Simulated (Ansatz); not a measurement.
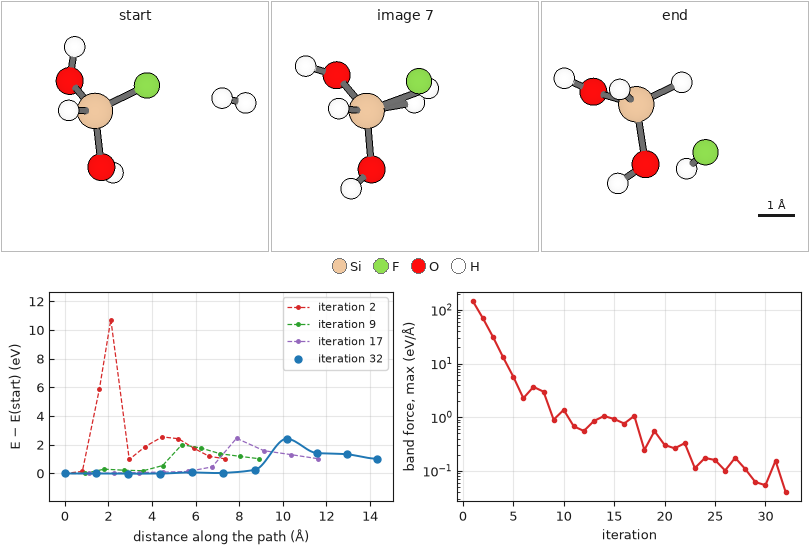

A nudged-elastic-band calculation for SiH₅O₂F, made up of SiH3O2F and H2. Images are numbered from 0 (start) to 10 (end). The plot follows the band through its iterations. A ball-and-stick model, seen face on.

The calculation used Ansatz 0.2.0, RKS CAM-B3LYP-D4/cc-pVDZ. Set-up: 9 movable images; climbing image; force threshold 0.05 eV/Å; iteration limit 60; starting path through a guess of the saddle point.

Judge this run.

The run is converged, with reservations. The band converged in 32 iterations. The largest component of the band force went from 140 to 0.04 eV/Å. The climbing image converged on the top of the path. Its vibrational analysis gives one imaginary mode (934i cm⁻¹), as a transition state must have. The first iteration put the highest image at 21.79 eV. The energy climbs by 2.42 eV to image 7 and then falls by 1.39 eV, so the end point sits at +1.03 eV. Image 2 lies below both ends, at −0.02 eV, which points to an intermediate minimum that so few images don't resolve.

Limits of the set-up: the start holds two separate molecules, 2.3 Å apart at their closest, whose relative position is a soft coordinate.

Cost: 9.5 min on 2 threads of Arm Neoverse V1 (shared host), peak memory 0.2 GiB.
